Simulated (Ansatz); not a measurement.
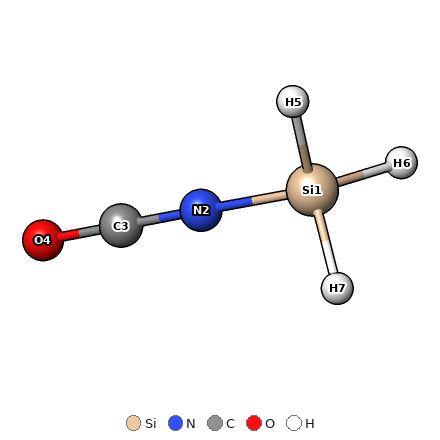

The system is Si(NCO)H3; the picture shows the reference structure. Coordinates scanned: (1) bond length Si1–H7; (2) angle H7–Si1–H5. Nothing is relaxed (all other coordinates rigid). The scan uses a 15 × 15 grid. Points are written as (first, second). Energies: kcal/mol, counted from the relaxed molecule at the same level. Theory: RKS PBE0-D4/def2-TZVP (Ansatz 0.2.0).

Its coordinates:

```json
{"atom": "Si", "x (Å)": "-0.0039", "y (Å)": "0.0003", "z (Å)": "-1.0316"}
{"atom": "N", "x (Å)": "-0.0151", "y (Å)": "0.0332", "z (Å)": "0.6734"}
{"atom": "C", "x (Å)": "0.0036", "y (Å)": "0.0060", "z (Å)": "1.8635"}
{"atom": "O", "x (Å)": "0.0190", "y (Å)": "-0.0150", "z (Å)": "3.0283"}
{"atom": "H", "x (Å)": "1.4007", "y (Å)": "-0.0064", "z (Å)": "-1.5034"}
{"atom": "H", "x (Å)": "-0.7033", "y (Å)": "1.2048", "z (Å)": "-1.5364"}
{"atom": "H", "x (Å)": "-0.7010", "y (Å)": "-1.2228", "z (Å)": "-1.4939"}
```

Range: bond length Si1–H7 from 1.245 to 1.926 Å; angle H7–Si1–H5 from 85.1 to 135.1°.

Question: What landscape does the calculation give?

Answer: The lowest grid point is at (1.488 Å, 110.1°), 0.008 kcal/mol from the relaxed molecule at the same level. It is the only kind of minimum in the scanned range. The highest grid point, (1.926 Å, 85.1°), lies 31.1 kcal/mol above the lowest. Round the minimum the two coordinates are nearly uncoupled.

| angle H7–Si1–H5 ↓, bond length Si1–H7 → | 1.245 | 1.293 | 1.342 | 1.391 | 1.439 | 1.488 | 1.537 | 1.585 | 1.634 | 1.683 | 1.732 | 1.780 | 1.829 | 1.878 | 1.926 |
| --- | --- | --- | --- | --- | --- | --- | --- | --- | --- | --- | --- | --- | --- | --- | --- |
| 135.1 | 27.3 | 20.2 | 15.2 | 12.0 | 10.3 | 9.8 | 10.3 | 11.5 | 13.3 | 15.6 | 18.3 | 21.1 | 24.3 | 27.6 | 31.0 |
| 131.5 | 24.5 | 17.5 | 12.5 | 9.3 | 7.7 | 7.2 | 7.7 | 8.9 | 10.8 | 13.2 | 15.9 | 18.8 | 22.0 | 25.4 | 28.8 |
| 127.9 | 22.2 | 15.2 | 10.2 | 7.1 | 5.5 | 5.0 | 5.5 | 6.8 | 8.7 | 11.1 | 13.9 | 16.8 | 20.0 | 23.5 | 27.0 |
| 124.3 | 20.3 | 13.3 | 8.3 | 5.2 | 3.6 | 3.2 | 3.7 | 5.0 | 7.0 | 9.4 | 12.2 | 15.2 | 18.4 | 21.9 | 25.4 |
| 120.8 | 18.9 | 11.9 | 6.9 | 3.8 | 2.2 | 1.8 | 2.4 | 3.7 | 5.7 | 8.1 | 10.9 | 13.9 | 17.2 | 20.7 | 24.3 |
| 117.2 | 17.8 | 10.8 | 5.9 | 2.8 | 1.2 | 0.8 | 1.4 | 2.7 | 4.7 | 7.2 | 10.0 | 13.0 | 16.3 | 19.8 | 23.4 |
| 113.6 | 17.2 | 10.2 | 5.3 | 2.2 | 0.6 | 0.2 | 0.8 | 2.1 | 4.1 | 6.6 | 9.4 | 12.4 | 15.8 | 19.3 | 22.9 |
| 110.1 | 17.0 | 10.0 | 5.1 | 2.0 | 0.4 | 0.0 | 0.6 | 1.9 | 3.9 | 6.4 | 9.2 | 12.2 | 15.6 | 19.1 | 22.7 |
| 106.5 | 17.2 | 10.2 | 5.3 | 2.2 | 0.6 | 0.2 | 0.8 | 2.1 | 4.1 | 6.5 | 9.4 | 12.4 | 15.7 | 19.2 | 22.8 |
| 102.9 | 17.9 | 10.9 | 5.9 | 2.8 | 1.2 | 0.8 | 1.4 | 2.7 | 4.7 | 7.1 | 9.9 | 12.9 | 16.2 | 19.7 | 23.3 |
| 99.3 | 19.0 | 12.0 | 7.0 | 3.9 | 2.3 | 1.9 | 2.4 | 3.7 | 5.7 | 8.1 | 10.9 | 13.9 | 17.1 | 20.6 | 24.2 |
| 95.8 | 20.5 | 13.5 | 8.5 | 5.4 | 3.8 | 3.3 | 3.8 | 5.1 | 7.0 | 9.4 | 12.2 | 15.1 | 18.4 | 21.8 | 25.3 |
| 92.2 | 22.5 | 15.5 | 10.5 | 7.3 | 5.7 | 5.2 | 5.7 | 6.9 | 8.8 | 11.2 | 13.9 | 16.8 | 20.0 | 23.4 | 26.9 |
| 88.6 | 25.0 | 17.9 | 12.9 | 9.7 | 8.1 | 7.6 | 8.0 | 9.2 | 11.1 | 13.4 | 16.1 | 18.9 | 22.1 | 25.4 | 28.9 |
| 85.1 | 27.8 | 20.7 | 15.7 | 12.5 | 10.8 | 10.3 | 10.7 | 11.9 | 13.7 | 15.9 | 18.6 | 21.4 | 24.5 | 27.8 | 31.1 |

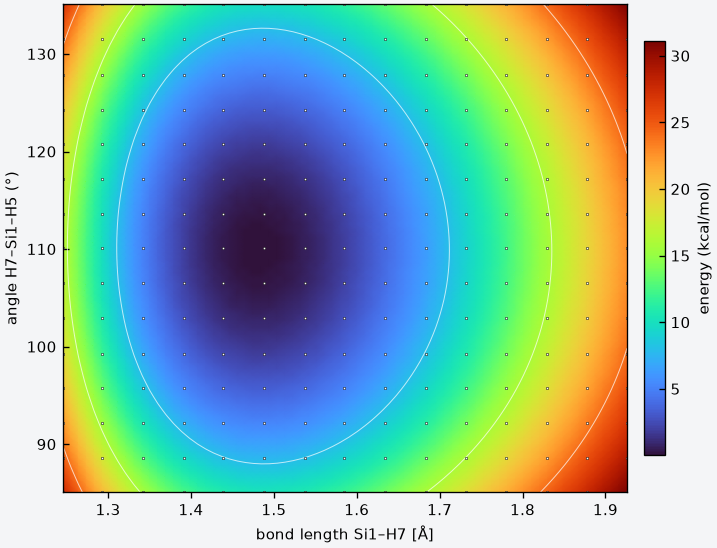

Drawn: a smooth colour map with a few white contour lines, dots at the grid points. Between grid points the surface is interpolated.

Each point was launched as `ansatz run input.yaml --threads 1 --pin off --max-ram 2560MiB --backend cpu --events-out ev --progress --plain --runs-dir out`. Time for the 225 points that were run: 8.6 min on 1 thread of Intel(R) Xeon(R) 6975P-C (Granite Rapids), with other jobs on the host.
